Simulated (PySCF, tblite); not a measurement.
**CH8Cl2O2Si3: geometry, infrared bands and NMR shifts**

Aim: predict the infrared bands and NMR shifts of CH8Cl2O2Si3 (`[SiH3]O[SiH2]O[SiH2]C(Cl)Cl`).

Programs: tblite 0.8.0 and PySCF 2.14.0, with density-fitted response routines of our own. Each step states its level of theory. These are calculated values for one molecule in the gas phase, unless marked as measured. Atoms count from 0, in the outputs and in this text.

## Step 1: The starting structure

16 atoms, charge 0, multiplicity 1; geometry from: force field or distance geometry start.

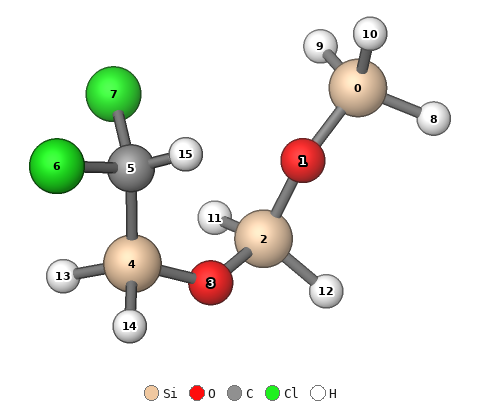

The starting geometry (silicon light orange, oxygen red, carbon grey, chlorine green, hydrogen white), atoms numbered; sticks join atoms by distance.

## Step 2: Optimising the geometry with GFN2-xTB

The job: settings as JSON, then the geometry in Å.

```
{"job": {"kind": "relax", "xc": "GFN2-xTB", "basis": "xTB"}, "charge": 0, "multiplicity": 1}
Si    -1.958100     1.863000     1.495800
O     -0.965800     1.245200     0.332600
Si    -1.078200     0.595800    -1.170500
O      0.405500     0.125600    -1.699400
Si     1.592100    -0.961000    -1.247000
C      2.015300    -0.975600     0.543100
Cl     3.541500    -1.867000     0.790100
Cl     0.726900    -1.746100     1.488300
H     -2.648900     3.060500     0.958500
H     -2.978400     0.848500     1.887300
H     -1.167800     2.248900     2.681100
H     -1.999700    -0.571000    -1.144000
H     -1.625300     1.624400    -2.090000
H      1.183300    -2.307300    -1.733100
H      2.788000    -0.592700    -2.058500
H      2.162000     0.034800     0.954400
```

Run with:

```sh
OMP_NUM_THREADS=1 python probes_run.py task.json out
```

This one command runs all jobs of the session in turn.

**Question.** This job is followed by: GFN2-xTB harmonic vibrations, gas phase; GIAO PBE0/pcSseg-1 NMR shielding, non-relativistic, gas phase. What will the session give for the following? strongest single infrared mode (GFN2-xTB); zero-point energy (GFN2-xTB); ¹³C shifts against TMS (PBE0/pcSseg-1); ¹H shifts against TMS (PBE0/pcSseg-1, means over atoms taken as alike); ²⁹Si shifts against TMS (PBE0/pcSseg-1); ¹⁷O shifts against H2O (PBE0/pcSseg-1); ³⁵Cl shifts against HCl (PBE0/pcSseg-1, means over atoms taken as alike); surface potential, least and greatest.

**Answer**, as computed:

| quantity | value |
| --- | --- |
| strongest single infrared mode (GFN2-xTB) | 1087 cm⁻¹, 614 km/mol |
| zero-point energy (GFN2-xTB) | 52.9 kcal/mol |
| ¹³C shifts against TMS (PBE0/pcSseg-1) | 71.9 ppm |
| ¹H shifts against TMS (PBE0/pcSseg-1, means over atoms taken as alike) | 5.70, 5.24, 4.97, 4.90 ppm |
| ²⁹Si shifts against TMS (PBE0/pcSseg-1) | -37.1, -42.7, -49.7 ppm |
| ¹⁷O shifts against H2O (PBE0/pcSseg-1) | 66.7, 41.9 ppm |
| ³⁵Cl shifts against HCl (PBE0/pcSseg-1, means over atoms taken as alike) | 189 ppm |
| surface potential, least and greatest | -0.56 V and 1.46 V |

In words: The optimisation took 159 steps and gained 0.462 eV; among the close pairs (by a distance rule), Si4–C5 changed most, from 1.840 to 1.927 Å. All 42 modes are real, so the xTB geometry is a minimum. The strongest single mode, at 1087 cm⁻¹, moves mainly O3 and O1. Unscaled tight-binding wavenumbers are off by several per cent, some by more. Its intensities can rank the bands wrongly. C5 stands next to heavy halogen, whose spin-orbit shielding this run leaves out, so the computed shift lies too far downfield, most of all for carbon beside Br or I. The most deshielded hydrogen is H15 (hydrogen on an sp3 CH bonded to 2 Cl and Si), at 5.70 ppm: its carbon carries Cl, an electronegative neighbour. At PBE0/pcSseg-1: The widest tensor belongs to Cl6, Cl7: span 543 ppm, with a paramagnetic part of -387 ppm.
